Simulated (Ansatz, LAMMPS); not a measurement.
# Glassy 58SiO2-12Al2O3-15Na2O-15K2O (mol %) (84 atoms) under strain: runs compared

Aim: relax glassy 58SiO2-12Al2O3-15Na2O-15K2O (mol %) (84 atoms), then change its volume to read the bulk modulus from the stress.

Computed with Ansatz 0.2.0: Kohn-Sham DFT, r2SCAN, PAW (set soft_2), plane waves.

## (1) The cell as built

The cell holds 84 atoms: 15 Si, 6 Al, 8 Na, 8 K and 47 O. Cell: a = 10.593 Å, b = 10.593 Å, c = 10.593 Å, α = 90.0°, β = 90.0°, γ = 90.0°. 84 atoms (15 Si, 6 Al, 8 Na, 8 K, 47 O) placed at random at 2.53 g/cm³, melted at 4000 K for 10 ps at fixed volume with the Morse and Coulomb pair potential with partial charges (Pedone, Malavasi, Menziani, Cormack and Segre, J. Phys. Chem. B 110, 11780 (2006)). Quenched from 4000 K to 300 K at 30 K/ps and fixed volume, held 10 ps at zero pressure.

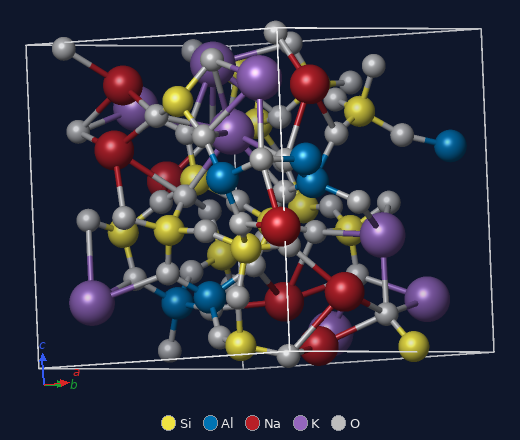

The cell as built. Some periodic images of atoms are drawn too.

What the set-up can't give: The quench rate of 30 K/ps far exceeds what a furnace or splat quench reaches, so expect more defects and frozen-in strain than in a real sample. The network of bonds at the start is that of the classical potential that made the cell, and needn't be the one that DFT or experiment would give. Sampling is at Γ alone.

## (2) The reference run

The reference is a single point at the end of the relaxation.

Every strained cell starts from the geometry of this run, and its atoms are relaxed with the cell held.

Its input, with most atom lines left out:

```yaml
crystal:
  lattice:
    - [10.952, -0.1257, 0.16963]
    - [-0.1257, 10.50198, -0.16112]
    - [0.16963, -0.16112, 10.13869]
  atoms:
    - { symbol: Si, position: [0.55648, 0.75383, 0.8729] }
    - { symbol: Si, position: [0.58095, 0.03402, 0.81478] }
    - { symbol: Si, position: [0.29994, 0.37753, 0.57649] }
    - { symbol: Si, position: [0.35851, 0.89072, 0.49325] }
    - { symbol: Si, position: [0.10346, 0.89736, 0.91396] }
    - { symbol: Si, position: [0.69485, 0.18223, 0.32146] }
    - { symbol: Si, position: [0.41552, 0.16353, 0.39256] }
    [... atom lines 8 to 84 left out ...]
kpoints:
  mp_grid: { grid: [1, 1, 1] }
hamiltonian:
  xc: r2scan
scf:
  occupations: { method: fixed }
output:
  forces: true
  stress: true
  populations: true
  dos:
    method: { smearing: { sigma: 0.15 } }
    de: 0.1
    projected: { site_lists: { Al: [Al], K: [K], Na: [Na], O: [O], Si: [Si] } }
  eigenvalues: true
  write_density: true
  write_potential: true
  volumetric_format: npy
  elf: true
```

```
free energy per atom   : -760.8208 eV/atom
r.m.s. force component : 0.00906 eV/Å
pressure               : 0.02538 GPa
```

Filled and empty levels are parted by 4.04 eV (at Γ alone); a semilocal functional tends to put such gaps too low. In a disordered cell it changes from sample to sample, and tail or defect levels can set it.

## (3) The runs

Each row is one run, on 4 threads of Arm Neoverse V2, shared host. The free energy is the program's total, comparable only between runs with the same functional, potentials and atoms.

| run | atoms | outcome | ionic steps, all passes | free energy (eV) | time | host memory (GiB) |
| --- | --- | --- | --- | --- | --- | --- |
| Single point at the start | 84 | converged | - | -63901.548 | 28 s | 3.0 |
| Cell and atoms relaxed | 84 | converged | 30 | -63908.948 | 12 min | 3.0 |
| Single point at the relaxed geometry | 84 | converged | - | -63908.948 | 36 s | 3.0 |
| Volume -3 % | 84 | converged | 11 | -63908.798 | 5.3 min | 3.0 |
| Volume +3 % | 84 | converged | 7 | -63908.799 | 3.8 min | 3.1 |
| Volume -6 % | 84 | converged | 13 | -63908.278 | 5.9 min | 2.9 |
| Volume +6 % | 84 | cut at the time limit | 17 | -63908.495 | 8.5 min | 3.4 |
| Volume -10 % | 84 | cut at the time limit | 14 | -63906.924 | 5.4 min | 2.7 |
| Stretched by 1 % along x | 84 | cut at the time limit | 4 | - | 2.1 min | 3.0 |

In some runs the program notes that the SCF threshold is loose for the stress.

## (4) Pressure against volume

Atoms are relaxed at each volume, in the scaled cell.

| volume change (%) | volume (Å³/atom) | energy change (meV/atom) | pressure (GPa) | largest move on relaxing (Å) | bonds | gap (eV) |
| --- | --- | --- | --- | --- | --- | --- |
| -6 | 13.041 | 7.97 | 3.29 | 0.41 | 170 | 4.43 |
| -3 | 13.457 | 1.78 | 1.50 | 0.16 | 166 | 4.32 |
| +0 | 13.874 | 0.00 | 0.03 | - | 163 | 4.04 |
| +3 | 14.290 | 1.78 | -1.39 | 0.18 | 159 | 3.82 |

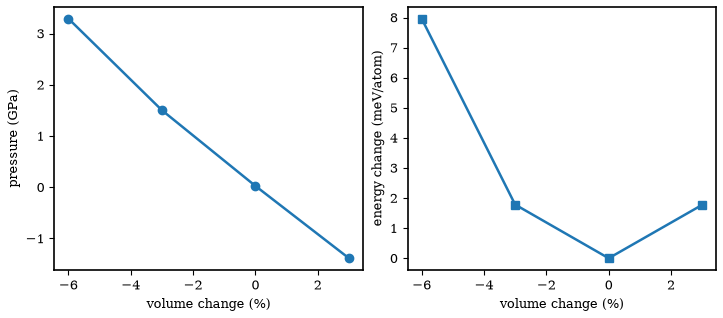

Pressure and energy against volume.

## (5) Outcome

The bulk modulus, from the slope of pressure against ln V over the three points nearest the relaxed volume, is 48.2 GPa; a quadratic over all points gives a pressure derivative of about 3.2. The count of bonds runs from 159 to 170 over the series, so at some points contacts cross the cutoffs. The gap goes from 4.43 eV at the smallest volume to 3.82 eV at the largest, -7.0 eV per unit of ln V by a straight line, on the run's k-points.

Caveats: Strains are finite and relaxations stop at the force tolerance of the input, which can leave moduli too stiff; they are those of a static cell at zero temperature. Volumes are changed with the cell's shape held, so in an anisotropic solid the modulus lies over the one under free hydrostatic load. The program notes that the SCF threshold of the relaxations is loose for the stress.

The DFT runs together took 44 min of wall time.

[Logs are printed without paths, hosts, clocks, repeated set-up lines and the standing remarks that a program may print on its own settings, such as how far it seeks lower states.]

[Hosts, paths, dates, database ids (printed as entryN), source tags and the programs' standing remarks are cut or masked in the printed files.]
